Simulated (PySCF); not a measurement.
Input file:

```
# [PH]=[Sb][CuH-]
from pyscf import gto, dft

mol = gto.M(
    atom='start.xyz',
    verbose=3,
    max_memory=3720,
    basis='def2-tzvpd',
    ecp={'Sb': 'def2-svp'},
    spin=0,
    charge=-1,
)

calc0 = dft.RKS(mol, xc='pbe0')
calc0 = calc0.density_fit(auxbasis='def2-universal-jkfit')
calc0.max_cycle = 100
calc0.grids.level = 3
calc0.conv_tol = 1e-09
calc0.kernel()
if not calc0.converged:
    calc0 = calc0.newton().run(calc0.mo_coeff, calc0.mo_occ)

energy = calc0.e_tot
print('E(%s) = %.9f' % ('PBE0', energy))
grad = calc0.nuc_grad_method().kernel()
calc0.analyze()
```

Launched as:

```sh
OMP_NUM_THREADS=2 python job.py
```

Geometry: PBE0-D4/def2-SVPD; core potentials replace the inner electrons of Sb.

Method: Gaussian-basis quantum chemistry of an isolated molecule with PySCF, energy and nuclear gradient, functional PBE0 in PySCF 2.14.0.

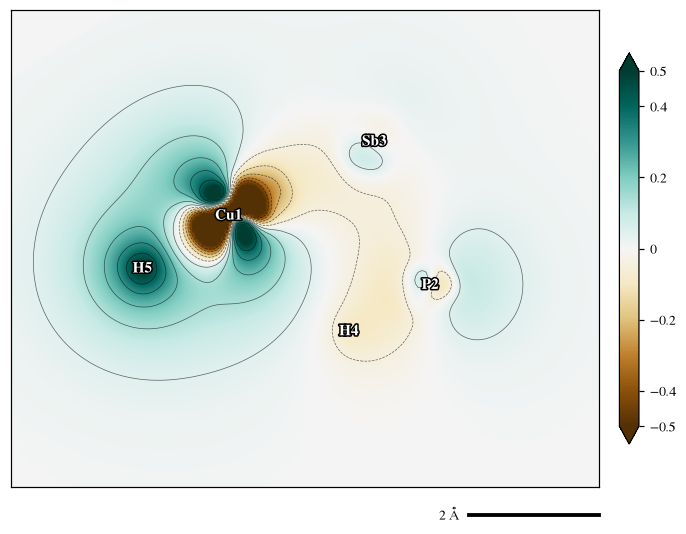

CuH2PSb (SMILES [PH]=[Sb][CuH-]) (charge −1). The HOMO−1 on the molecular plane (values in Å⁻³ᐟ²; the overall sign is arbitrary).

Where does this orbital lie, and at what energy?

By Hirshfeld shares it lies mainly on Cu1 (about 70 %) and H5 (about 25 %). Its energy is −1.81 eV.
